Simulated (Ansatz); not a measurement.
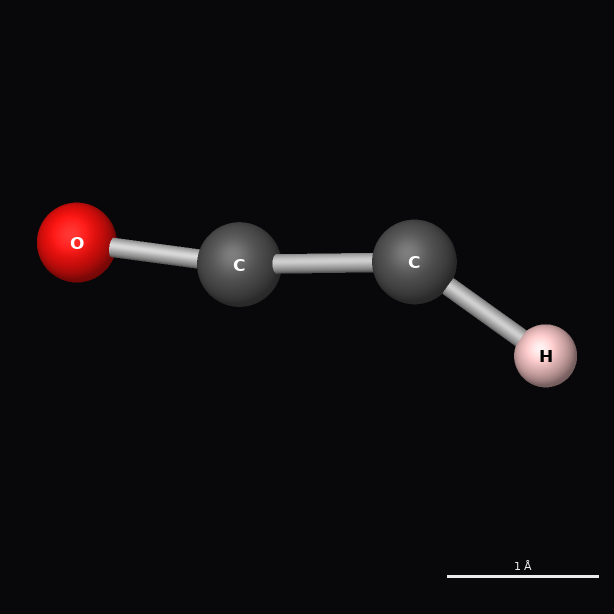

State: neutral, doublet. Computed geometry: PBE0-D4/def2-TZVP optimisation. No frequency run is at hand to confirm it as a minimum.

**What is the molecular formula?**

C₂HO, 4 atoms: 2 carbon, 1 hydrogen and 1 oxygen.

**How many bonds of each kind are drawn?**

1 C–C, 1 C–O, 1 C–H. Sticks follow a distance rule.

The parts below concern this one geometry. Atoms keep their numbers from picture to picture.

## Shape

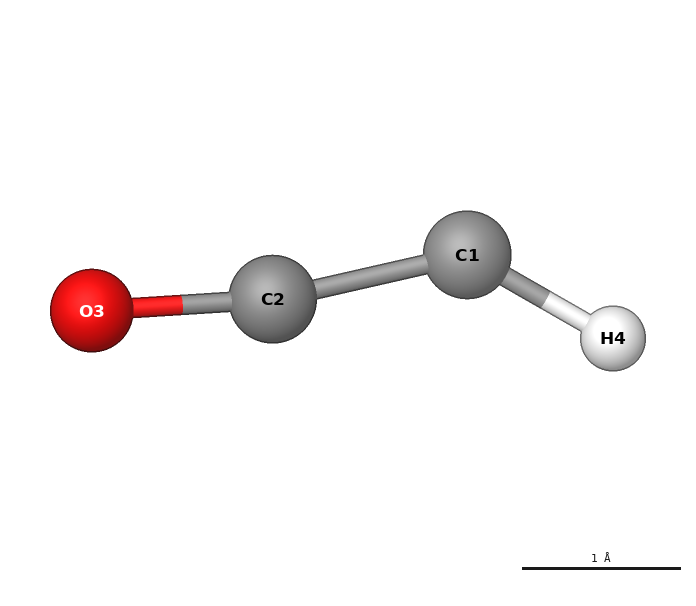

No frequency run is at hand to confirm it as a minimum.

Give the bond lengths.

```json
{"bond": "C1–C2", "length (Å)": "1.288"}
{"bond": "C1–H4", "length (Å)": "1.072"}
{"bond": "C2–O3", "length (Å)": "1.167"}
```

## Electronic properties

No frequency run is at hand to confirm it as a minimum. Properties computed with UHF-CCSD(T), frozen core/def2-TZVPP (Ansatz 0.2.0).

**Give the T1 diagnostic at this level.**

0.023.

**Give the ⟨S²⟩ of the determinant at this level.**

0.812.

## Charges

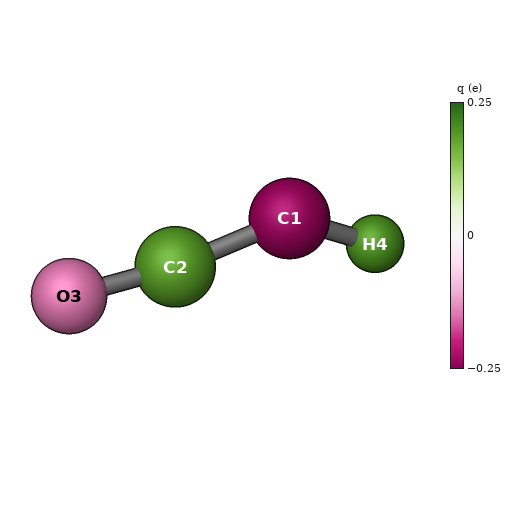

Atoms are coloured by their Mulliken charges. No frequency run is at hand to confirm it as a minimum. Level of theory: UKS PBE0-D4/def2-TZVP (Ansatz 0.2.0).

**Which atom carries the highest charge (most positive or least negative)?**

H4 (0.20 e).

**And the lowest?**

C1 (−0.24 e).

List the Mulliken charges.

```csv
atom,value (e)
C1,−0.24
C2,0.19
O3,−0.15
H4,0.20
```

## Dipole moment

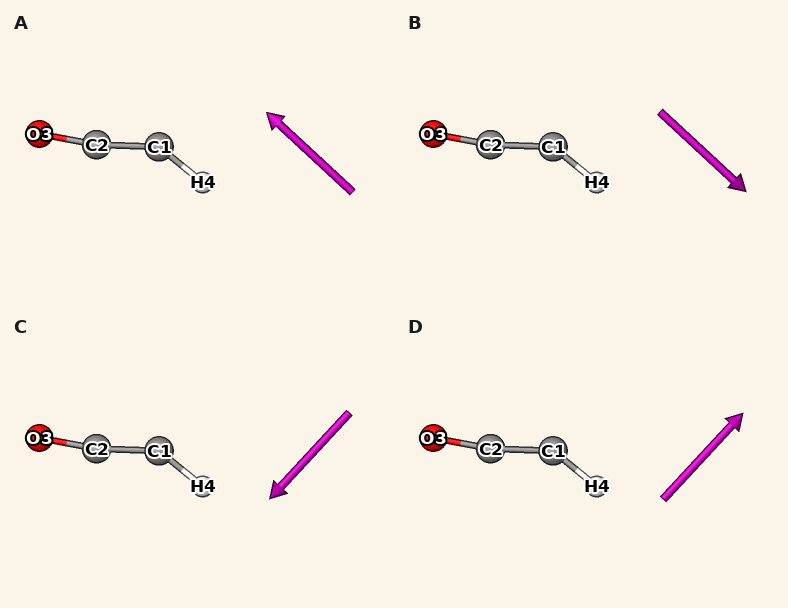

The same molecule four times, each with an arrow. No frequency run is at hand to confirm it as a minimum. Level of theory: UKS PBE0-D4/def2-TZVP (Ansatz 0.2.0).

**Which arrow points along the dipole moment, from the negative to the positive end?**

B. The dipole moment is 1.69 D; it points from the side of O3 to the side of H4 (the outermost atoms at the two ends).

Mulliken values depend strongly on the basis set and can even reverse the polarity of a bond.
